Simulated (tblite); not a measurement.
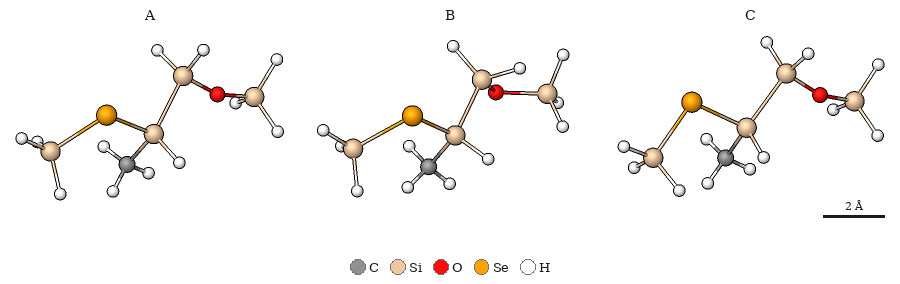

3 geometries from one relaxation of CH12OSeSi4, in shuffled order. A ball-and-stick model, seen at a tilt.

Theory: GFN2-xTB geometry optimisation, gas phase in tblite 0.8.0. 

**Order the frames from highest to lowest energy.**

B, A, C. They are steps 0, 87, 212, at +94.7 kJ/mol, +2.08 kJ/mol relative to the last. The O atom moves most after the best rigid fit: 1.25 Å. Largest moves by element: O 1.25 Å, Se 0.96 Å, H 0.91 Å, C 0.40 Å, Si 0.39 Å. Some distances before and after: Si–Si 2.835 → 3.196 Å, O–Si 1.732 → 1.623 Å, Si–Si 2.233 → 2.312 Å, C–Si 1.854 → 1.911 Å. Among the angles between lasting bonds that change: Si–O–Si 110.6° → 160.5°, Si–Si–H 107.6° → 117.8°, Se–Si–H 110.3° → 102.5°. Groups turn about O–Si by about 95°, O–Si by about 90°, Se–Si by about 45°. After 212 geometry steps the energy has fallen by 94.7 kJ/mol.
